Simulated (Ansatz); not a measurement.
Fields on a plane of PbI2 (CdI2 type)

```
CELL_PARAMETERS angstrom
      4.43966     0.00000     0.00000
     -2.21983     3.84486     0.00000
      0.00000     0.00000     6.74199
ATOMIC_POSITIONS crystal
  Pb 0.00000 0.00000 0.00000
  I  0.33333 0.66667 0.28024
  I  0.66667 0.33333 0.71976
```

The slice is a (0001) plane (indices of the conventional cell) through the point (0.667, 0.333, 0.720) (fractional), spanned by u = [110] and v = [1 -1 0] in vectors of this cell: u (4.44 Å) and v (7.69 Å, at 90° to u). It covers one period; positions are fractions (u, v).

Atoms on it: I at (0.00, 0.00); I at (0.50, 0.50).

All values below come from PBEsol-D3(BJ) (plane waves to 420 eV, PAW, scalar-relativistic; Ansatz, a first-principles code). k mesh 9×9×5. These are valence fields of a PAW run, semicore shells included where kept as valence: close to a nucleus they are smooth pseudo fields. PbI2 was relaxed with its symmetry unable to fall. Spin-orbit coupling is left out, though I and Pb are heavy. The PAW data are Ansatz's earlier set.

```
v \ u   0.00   0.17   0.33  0.50   0.67   0.83
-----  -----  -----  -----  ----  -----  -----
0.90       x  <-2.0    5.0   5.6    5.0  <-2.0
0.75     6.5    6.5    6.0   5.5    6.0    6.5
0.60     6.9    5.6  <-2.0     x  <-2.0    5.6
0.45     6.0    4.3      x     x      x    4.3
0.30     5.4    5.8    5.7   4.7    5.7    5.8
0.15   <-2.0    2.4    6.4   7.0    6.4    2.4
0.00       x      x    4.0   6.4    4.0      x
```

Values: electrostatic potential energy of an electron, from the cell's mean, in eV. Points within 1 Å of a nucleus are blanked (x), as the pseudised field means little there. Values under -2 eV are set to -2. The zero, the cell's mean, hangs on the PAW cores.

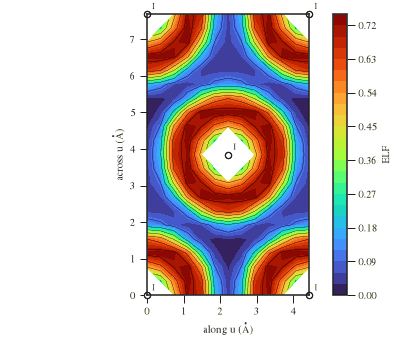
Figure: Electron localisation function (ELF), one period of the plane, atoms marked. Points within 0.5 Å of a nucleus are left white, as the pseudised field means little there.
